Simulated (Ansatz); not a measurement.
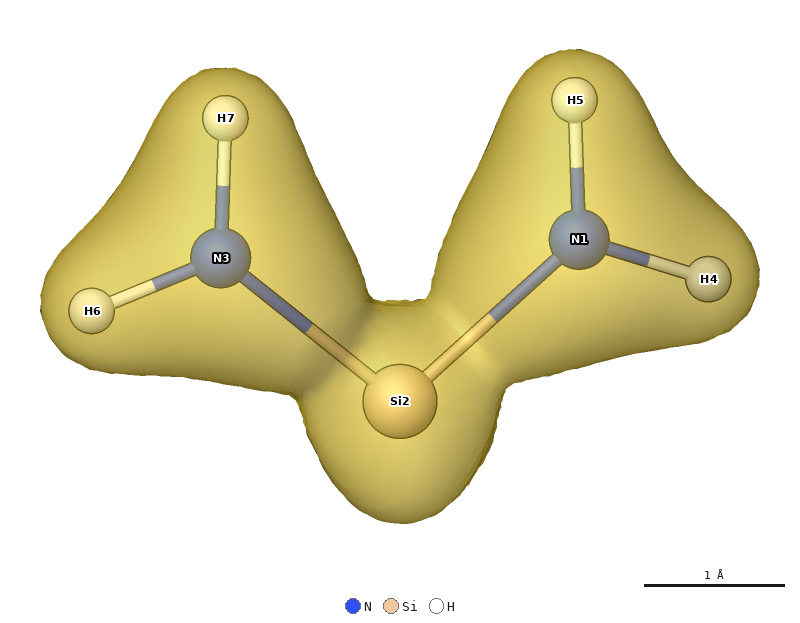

The picture shows: H4N2Si (SMILES N[Si]N). Isosurface of the total electron density at 0.5 e/Å³ (yellow), seen at a tilt.

Level of theory: RKS B3LYP-D4/def2-SVP (Ansatz 0.2.0).

```yaml
atoms:
  - { symbol: N, position_ang: [-1.2685, 0.3536, -0.4088] }
  - { symbol: Si, position_ang: [-0.2268, -1.0305, -0.3305] }
  - { symbol: N, position_ang: [0.9182, -0.4786, 0.8490] }
  - { symbol: H, position_ang: [-2.0719, 0.3592, -1.0292] }
  - { symbol: H, position_ang: [-1.1930, 1.2263, 0.1105] }
  - { symbol: H, position_ang: [1.6903, -1.0725, 1.1348] }
  - { symbol: H, position_ang: [0.9370, 0.4161, 1.3351] }
```

### What does this surface tell about the bonding?

At this value the surface is in one piece. It bridges the shortest Si–N (1.73 Å) and N–H (1.02 Å) contacts, where the density stays above the isovalue. On the grid the lowest density along these lines, outside the cores, is 0.86 e/Å³ (Si–N, 1.73 Å) and 2.2 e/Å³ (N–H, 1.02 Å).
